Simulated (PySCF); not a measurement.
Molecule: SMILES CC(C)CCO (C₅H₁₂O), singlet. Atoms near the plane z = 0.8 Å, at the GFN2-xTB optimised geometry (x, y, z in Å): C1 (1.9, -0.4, 0.0), C2 (0.3, -0.4, 0.0), C3 (-0.2, -1.2, 1.2), C4 (-0.2, 1.0, 0.0), C5 (-1.7, 1.2, -0.2), H7 (2.2, 0.1, 0.9), H8 (2.2, -1.4, 0.0), H11 (0.2, -2.2, 1.2), H12 (-1.3, -1.3, 1.2), H14 (0.1, 1.5, 1.0), H16 (-2.0, 2.2, -0.1), H17 (-2.2, 0.6, 0.5).

Calculation: PBE0/def2-SVP (PySCF). The values are rescaled to run from 0 to 1.

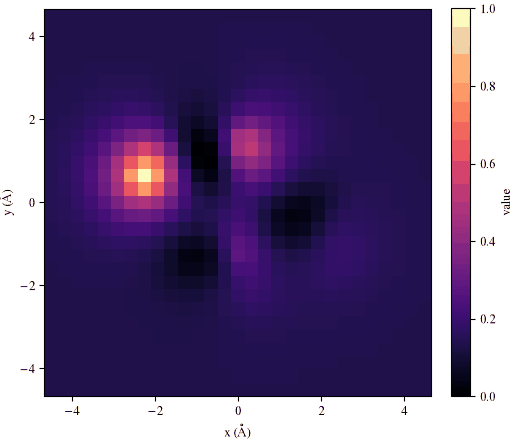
a field on the plane z = 0.8 Å.

Q: Which quantity is mapped?
(A) Laplacian of the electron density
(B) electrostatic potential
(C) log10 of the electron density
(D) an orbital amplitude

A: D, an orbital amplitude. In full: HOMO amplitude (bohr^(-3/2)).
